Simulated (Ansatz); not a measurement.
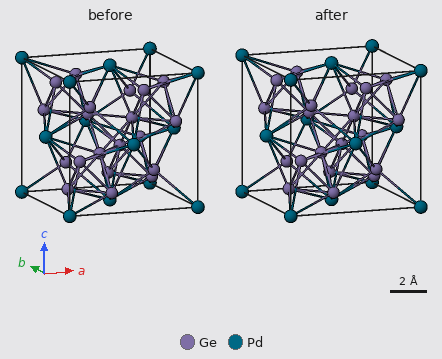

The structure of a crystal of Ge$_{5}$Pd (a generated structure, set up in F-43m) before (left) and after (right) a relaxation, at one scale.

Style: ball-and-stick. Shown: the conventional cell (4 times the calculation's cell), slightly off an axis. Lengths and directions refer to the drawn axes.

These are results of DFT PBE, scalar-relativistic, plane waves, PAW (Ansatz 0.2.0), not measurements.

The input:
```yaml
crystal:
  lattice:
    - [0.0, 3.82427869, 3.82427869]
    - [3.82427869, 0.0, 3.82427869]
    - [3.82427869, 3.82427869, 0.0]
  atoms:
    - { symbol: Ge, position: [0.125, 0.625, 0.625] }
    - { symbol: Ge, position: [0.625, 0.625, 0.625] }
    - { symbol: Ge, position: [0.625, 0.125, 0.625] }
    - { symbol: Ge, position: [0.625, 0.625, 0.125] }
    - { symbol: Ge, position: [0.25, 0.25, 0.25] }
    - { symbol: Pd, position: [0.0, 0.0, 0.0] }
basis:
  ecutwfc: 420
kpoints:
  mp_grid: { grid: [8, 8, 8] }
hamiltonian:
  xc: pbe
scf:
  occupations: { method: gaussian, width: 0.1 }
output:
  forces: true
  stress: true
  eigenvalues: true
  write_density: true
  write_potential: true
  elf: true
  volumetric_format: npy
relax:
  adjacent_minimum: "off"
  f_tol: 0.01
  max_steps: 80
  cell: { stress_tol: 0.05 }
```

Run as
```bash
ansatz run input.yaml --threads 1 --pin off --max-ram 2560MiB --backend cpu --events-out ev --progress --plain --runs-dir out
```

Q: What changed between the two?

A: The atoms keep their places relative to the cell (all moves are under 0.005 Å). Cell: a = b = c 7.649 → 7.764 Å (+1.5 %). Volume +4.6 %. Near-neighbour distances that change, for instance: Ge5–Pd6 3.312 → 3.362 Å, Ge1–Pd6 3.171 → 3.218 Å, Ge1–Ge2 2.704 → 2.748 Å. The space group stays F-43m (No. 216). After 2 accepted moves (3 points after the start) the energy has fallen by 8.3 meV per atom. Largest force component: 0.019 eV/Å at the start, 0.00014 eV/Å at the end. Pressure: 3.28 GPa at the start and −0.04 GPa at the end. The SCF was repeated once at an unchanged geometry on a basis and grid sized afresh for the cell, which shifted the energy by 0.2 meV per atom at most. Cost: 80 s on 1 thread of Arm Neoverse V1 (shared host), peak memory 0.43 GiB.
